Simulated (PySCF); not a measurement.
**B2F4 (diboron tetrafluoride): density, localisation and related maps**

The calculation's input:

```
{"job": {"kind": "nmr", "xc": "PBE0", "basis": "pcSseg-1", "pop": false}, "charge": 0, "multiplicity": 1}
F     -1.325200    -0.988900     0.890900
B     -0.860700    -0.115600     0.013200
F     -1.765100     0.422500    -0.837500
B      0.832200     0.230900    -0.002100
F      1.551500     1.088900     0.668800
F      1.559200    -0.588000    -0.747000
```

Run with:

```sh
OMP_NUM_THREADS=1 python probes_run.py task.json out
```

Geometry: GFN2-xTB, MD frame at 250 fs, 200 K.

Theory: PBE0/pcSseg-1, SCF density, gas phase, non-relativistic (PySCF).

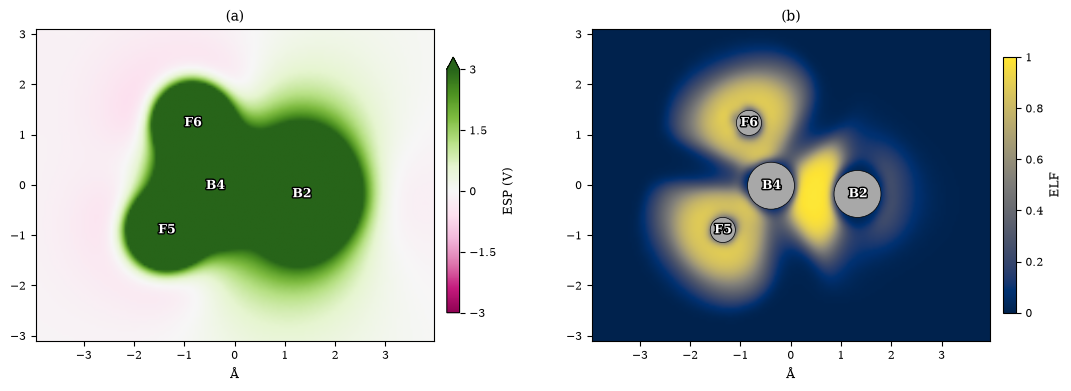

Figure 1. (a) electrostatic potential; (b) ELF on the plane of atoms B2, B4 and F6. Grey discs cover the atomic cores in the ELF map.

**What does the map show?**

- The section cuts through B and F sites.
- B–F (1.31 Å): the ELF peaks at about 0.85 between the atoms (a shared but strongly polarised pair).
- B–B (1.73 Å): the ELF peaks at about 1 between the atoms: a covalent bond.
- B–F (1.32 Å): the ELF peaks at about 0.85 between the atoms (a shared but strongly polarised pair).
- The ELF also peaks beside F5 and F6, away from the bonds: lone-pair regions.
- Outside the dense part of the molecule the potential is most negative (−0.6 V) near F6.

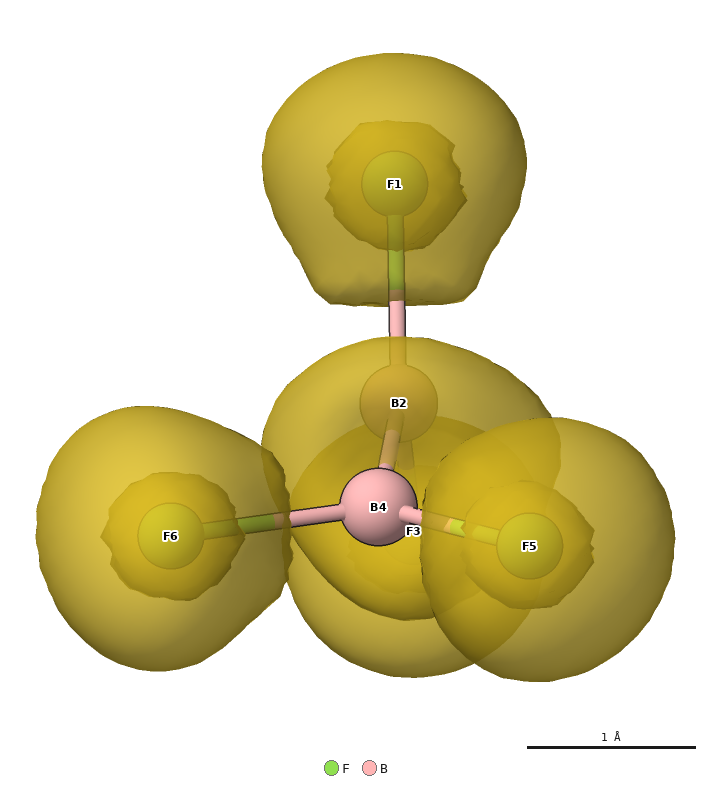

Figure 2. Isosurface of the ELF at 0.75 (yellow), seen at an oblique angle. Core shells and regions of very low density are left out.

**Identify the bonds, lone pairs and shells in this picture.**

The ELF exceeds this value in one region between bonded B–B atoms (shared pairs) and four regions on F in which the atom's valence shell and bonds are merged.

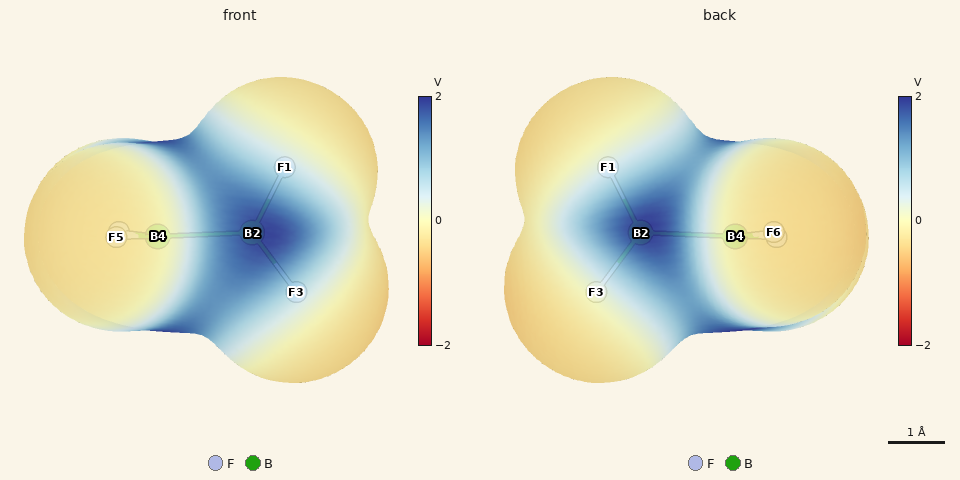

Figure 3. The molecular electrostatic potential painted on the density surface at 0.001 e/bohr³, seen from the front and from behind; the colour scale runs from red (negative) to blue (positive).

**Where is the surface potential most negative and most positive?**

The most negative region (about −0.5 V) lies over F3 and F6, the most positive (about +1.9 V) over B2 and B4.
